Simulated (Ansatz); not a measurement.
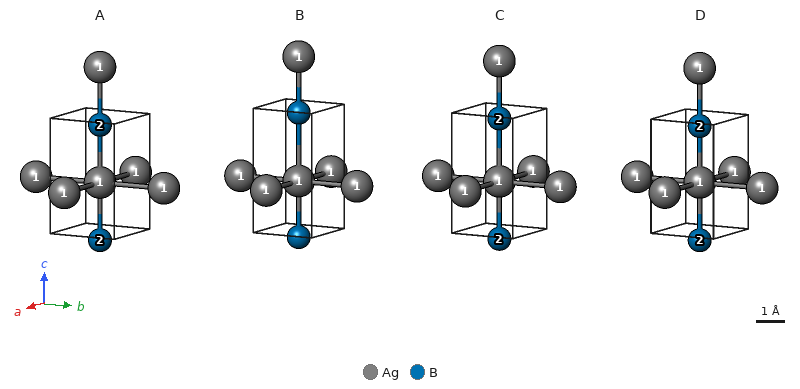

4 geometries from one relaxation of crystalline AgB (a generated structure, set up in P4mm) (coarse preliminary run), in shuffled order. The picture is a ball-and-stick view of the cell of the calculation, seen from a free direction.

Theory: Ansatz, DFT PBE, scalar-relativistic, plane waves, PAW. Set-up: plane-wave cutoff 420 eV; k-point mesh 8 × 8 × 4; occupations gaussian; smearing width 0.1 eV; no spin polarisation; cell and atoms relaxed; force threshold 0.04 eV/Å; at most 70 steps.

### Put them in the order of the run, from the start to the converged end.

B, C, D, A. They are steps 0, 1, 2, 5, at +285 meV per atom, +72.5 meV per atom, +16.3 meV per atom relative to the last. The energy falls by 285 meV per atom in 4 accepted moves (5 points after the start). The largest force component goes from 1.4 to 0.00034 eV/Å. The pressure goes from 15.37 to 0.06 GPa. At 1 point the geometry stayed and the basis and grid were re-selected for the new cell (energy shift of 1.9 meV per atom at most each time). The largest moves relative to the cell, 0.11 Å, are those of Ag1 and B2. Ag1 goes along +c. By element the largest moves are Ag 0.11 Å, B 0.11 Å. The volume changes by +11.7 %, with a = b 2.438 → 2.675 Å (+9.7 %), c 4.607 → 4.273 Å (−7.2 %). Among the contacts that change: Ag1–B2 2.531 → 2.137 Å, Ag1–Ag1 2.438 → 2.675 Å, Ag1–B2 (another image) 2.076 → 2.137 Å. The space group (tolerance 0.01 Å) goes from P4mm (No. 99) to P4/mmm (No. 123).
